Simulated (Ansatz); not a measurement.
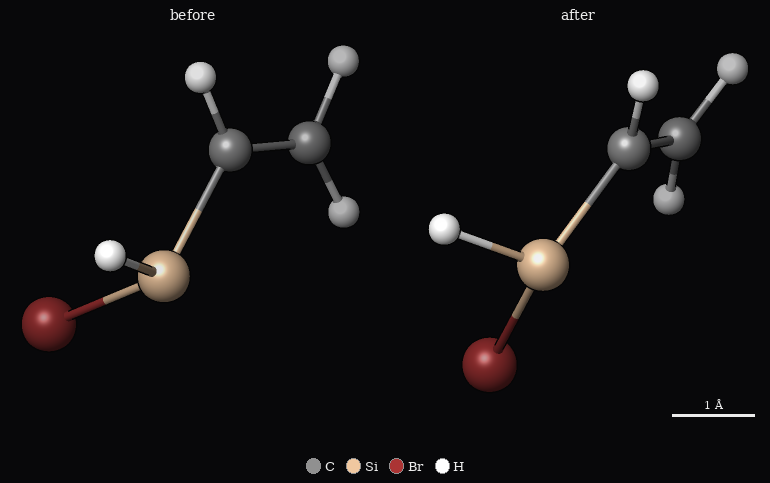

The structure of C2H4BrSi (multiplicity 2) (coarse preliminary run) before (left) and after (right) a relaxation, at one scale.

The picture is a ball-and-stick view, seen from a free direction.

The start comes from a force field.

Method: UKS PBE-D4/def2-SVP (Ansatz). (force threshold 0.03 eV/Å; at most 200 steps)

Question: Summarise the run.

Answer: The largest move after the best rigid fit is that of an H atom, 0.87 Å. By element the largest moves are H 0.87 Å, Br 0.85 Å, C 0.27 Å, Si 0.27 Å. Among the contacts that change: Br–Si 2.114 → 2.247 Å, C–C 1.294 → 1.354 Å, C–H 1.139 → 1.103 Å, C–Si 1.832 → 1.857 Å. Among the angles between lasting bonds that change: C–Si–H 107.9° → 112.4°, H–C–H 112.3° → 116.8°, C–C–H 125.3° → 121.7°. Groups turn about C–Si by about 65°. After 12 geometry steps the energy has fallen by 10.7 kcal/mol. The largest force component goes from 4.3 to 0.024 eV/Å.
